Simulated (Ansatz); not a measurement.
**One shape, several levels: SiH2Cl− (SMILES [SiH2-]Cl)**

Aim: a comparison of 6 runs (BLYP/STO-3G, r2SCAN/STO-3G, wB97M-V/STO-3G, wB97X/STO-3G, UMP2/STO-3G, CCSD(T)/STO-3G) of SiH2Cl−. 

The calculation is run with Ansatz 0.2.0.

1 further run of the same task is left out (set aside as unsound or not needed).

## (1) The structure to begin with

The species is SiH2Cl− (4 atoms), meant as a singlet with charge -1. SMILES: `[SiH2-]Cl`. The H4–Si1 distance was set to 2.985 Å, away from the relaxed value. At this shape a bond of the SMILES string is far longer than usual.

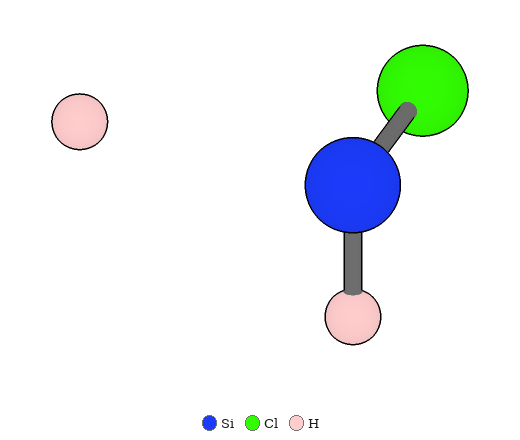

Viewed from a chosen angle; silicon blue, chlorine green, hydrogen pink.

## (2) The energy at BLYP/STO-3G (run 1)

File job.yaml:

```yaml
crystal:
  periodic: [false, false, false]
  atoms:
    - symbol: Si
      position_ang: [-0.762613, 0.193626, 1.701631]
    - symbol: Cl
      position_ang: [1.397387, -0.360084, 2.222241]
    - symbol: H
      position_ang: [-1.245793, -1.215184, 1.613091]
    - symbol: H
      position_ang: [-0.213160, 0.668840, -1.193830]
basis:
  gaussian:
    orbitals: STO-3G
total_charge: -1
hamiltonian:
  xc: {name: BLYP}
accuracy: high
```

On the command line:

```
$ ansatz run job.yaml --threads 1 --pin off --max-ram 2610MiB --events-out events.jsonl --progress --plain --runs-dir runs
```

The log of the run:

```text
Warning: RAYON_NUM_THREADS=1 ignored (pool sized by the plan → 1); use --threads N
Functional definition: BLYP
  name "BLYP"
  parameter beta = 0.0042
  parameter a = 0.04918
  parameter b = 0.132
  parameter c = 0.2533
  parameter d = 0.349
  exchange = b88_x(beta = beta)
  correlation = lyp_c(a = a, b = b, c = c, d = d)
337 factors; integrals over basis functions are off by at most 2.0e-8 eV
mean field evaluation 1: about -20190.7487 eV, gradient 1.9e1 eV
mean field evaluation 2: about -20171.3920 eV, gradient 3.6e1 eV
mean field evaluation 4: about -20194.8043 eV, gradient 1.1e1 eV
mean field evaluation 8: about -20195.7655 eV, gradient 5.8e0 eV
mean field evaluation 16: about -20196.0271 eV, gradient 8.2e-9 eV
mean field -20196.02709866 eV, -742.1903065167 hartree, gradient 8.1e-9 eV, S^2 0.000000; 0 other end points of the search recorded, 0 dependent functions left out
reference -20196.02713853 eV, -742.1903079822 hartree; 17, 17 occupied and 3, 3 virtual orbitals, 337 factors
Total energy: -20196.02713853 eV, -742.1903079822 hartree
```

Run time: 1.1 s. Hardware: 1 thread of Arm Neoverse V1, shared host; peak memory 0.091 GiB.

## (3) A single-point energy at r2SCAN/STO-3G (run 2)

File molecule.yaml:

```yaml
crystal:
  periodic: [false, false, false]
  atoms:
    - {symbol: Si, position_ang: [-0.762613, 0.193626, 1.701631]}
    - {symbol: Cl, position_ang: [1.397387, -0.360084, 2.222241]}
    - {symbol: H, position_ang: [-1.245793, -1.215184, 1.613091]}
    - {symbol: H, position_ang: [-0.213160, 0.668840, -1.193830]}
basis:
  gaussian:
    orbitals: STO-3G
total_charge: -1
accuracy: high
hamiltonian:
  xc: r2scan
magnetization:
  spin_polarized: false
```

On the command line:

```
$ ansatz run molecule.yaml --threads 1 --pin off --max-ram 2610MiB --events-out events.jsonl --progress --plain --runs-dir runs
```

The log of the run:

```text
Warning: RAYON_NUM_THREADS=1 ignored (pool sized by the plan → 1); use --threads N
Functional definition: r2SCAN
  name "r2SCAN"
  parameter k0 = 0.174
  parameter k1 = 0.065
  parameter a1 = 4.9479
  exchange = r2scan_x(k0 = k0, k1 = k1, a1 = a1)
  correlation = r2scan_c
337 factors; integrals over basis functions are off by at most 2.0e-8 eV
mean field evaluation 1: about -20192.5465 eV, gradient 1.8e1 eV
mean field evaluation 2: about -20174.6358 eV, gradient 3.2e1 eV
mean field evaluation 4: about -20196.6778 eV, gradient 9.0e0 eV
mean field evaluation 8: about -20197.0311 eV, gradient 6.8e0 eV
mean field evaluation 16: about -20197.3728 eV, gradient 4.6e-9 eV
mean field -20197.37280879 eV, -742.2397604520 hartree, gradient 4.6e-9 eV, S^2 0.000000; 0 other end points of the search recorded, 0 dependent functions left out
reference -20197.37280919 eV, -742.2397604667 hartree; 17, 17 occupied and 3, 3 virtual orbitals, 337 factors
Total energy: -20197.37280919 eV, -742.2397604667 hartree
```

Wall time 2.8 s (1 thread of Arm Neoverse V1, shared host); peak memory 0.13 GiB.

Run 3 isn't shown in full; the table further down has it.

## (4) The energy at wB97X/STO-3G (run 4)

File in.yaml:

```yaml
crystal:
  periodic: [false, false, false]
  atoms:
    - {symbol: Si, position_ang: [-0.762613, 0.193626, 1.701631]}
    - {symbol: Cl, position_ang: [1.397387, -0.360084, 2.222241]}
    - {symbol: H, position_ang: [-1.245793, -1.215184, 1.613091]}
    - {symbol: H, position_ang: [-0.213160, 0.668840, -1.193830]}
basis:
  gaussian: {orbitals: STO-3G}
total_charge: -1
hamiltonian: {xc: {name: wB97X}}
accuracy: high
```

On the command line:

```
$ ansatz run in.yaml --threads 1 --pin off --max-ram 2610MiB --events-out events.jsonl --progress --plain --runs-dir runs
```

The log of the run, cut to the lines that bear on the results:

```text
Warning: RAYON_NUM_THREADS=1 ignored (pool sized by the plan → 1); use --threads N
Functional definition: wB97X
  name "wB97X"
[...]
      + exact_x_lr(omega)
[...]
      + integral(e_c_pw_opposite_spin*poly(b97_u_opposite, 1, cos1, cos2, cos3, cos4))
337 factors; integrals over basis functions are off by at most 2.0e-8 eV
135 factors; integrals over basis functions are off by at most 1.0e-9 eV
[...]
mean field -20197.34913548 eV, -742.2388904738 hartree, gradient 5.6e-8 eV, S^2 0.000000; 0 other end points of the search recorded, 0 dependent functions left out
reference -20197.34913378 eV, -742.2388904113 hartree; 17, 17 occupied and 3, 3 virtual orbitals, 337 factors
Total energy: -20197.34913378 eV, -742.2388904113 hartree
```

Wall time 4.2 s (1 thread of Arm Neoverse V1, shared host); peak memory 0.22 GiB.

Run 5 isn't shown in full; the table further down has it.

## (5) The energy at CCSD(T)/STO-3G (run 6)

Changes to job.yaml since step 2:

```diff
@@ -1 +1,3 @@
+basis:
+  gaussian: {orbitals: STO-3G}
 crystal:
@@ -11,8 +13,6 @@
       position_ang: [-0.213160, 0.668840, -1.193830]
-basis:
-  gaussian:
-    orbitals: STO-3G
 total_charge: -1
-hamiltonian:
-  xc: {name: BLYP}
+magnetization: {spin_polarized: false}
+correlation: {method: ccsd_t, frozen_orbitals: {Cl: 5, H: 0, Si: 5}}
 accuracy: high
+scf: {omitted_lower_state_checks: [cluster_reference, increment]}
```

On the command line:

```
$ ansatz run job.yaml --threads 1 --pin off --max-ram 2610MiB --events-out events.jsonl --progress --plain --runs-dir runs
```

The log of the run:

```text
Warning: RAYON_NUM_THREADS=1 ignored (pool sized by the plan → 1); use --threads N
[... 11 lines left out ...]
10 core orbitals not correlated: weight in the atoms' cores, before any rotation towards them, 1.000 or more for the frozen orbitals, at most 0.000 for the correlated occupied ones
[... 32 lines left out ...]
WARN: these amplitudes may be one of several solutions (largest doubles amplitude 0.63, level shift 4.29 eV)
Total energy: -20167.28187841 eV, -741.1339391568 hartree
Checks for a lower state left out: cluster_reference, increment
```

It took 0.18 s on 1 thread of Arm Neoverse V1, shared host.

## (6) Overview of the runs

| run | level | frozen core orbitals | energy (Eh) | wall time |
| --- | --- | --- | --- | --- |
| 1 | BLYP/STO-3G | – | -742.190308 | 1.1 s |
| 2 | r2SCAN/STO-3G | – | -742.239760 | 2.8 s |
| 3 | wB97M-V/STO-3G | – | -742.312591 | 15 s |
| 4 | wB97X/STO-3G | – | -742.238890 | 4.2 s |
| 5 | UMP2/STO-3G | 10 | -741.111890 | 0.26 s |
| 6 | CCSD(T)/STO-3G | 10 | -741.133939 | 0.18 s |

## (7) Summary of results

| quantity | value |
| --- | --- |
| run 6: total energy | -741.13394 Eh |
| run 6: correlation energy (10 core orbitals frozen) | -119.7 mEh |
| run 6: (T) correction | -3.79 mEh |
| run 6: T1 diagnostic | 0.088 |

In words: Totals of different functionals can't be ranked against each other. In run 6 the T1 diagnostic is large, so a single reference may not serve. In run 6 the log says that unrestricted orbitals would lower the reference, so the values rest on an unstable closed-shell determinant (other closed-shell runs at this shape may share the fault). In runs 1, 2, 3, 4, 5, 6 the basis is minimal, so the values are rough. Spin contamination of the reference: run 5 ⟨S²⟩ = 0.93. Where it is this large, the reference is a mixture of spin states, and values that rest on it are in doubt. All runs together took 24 s, the longest 15 s.
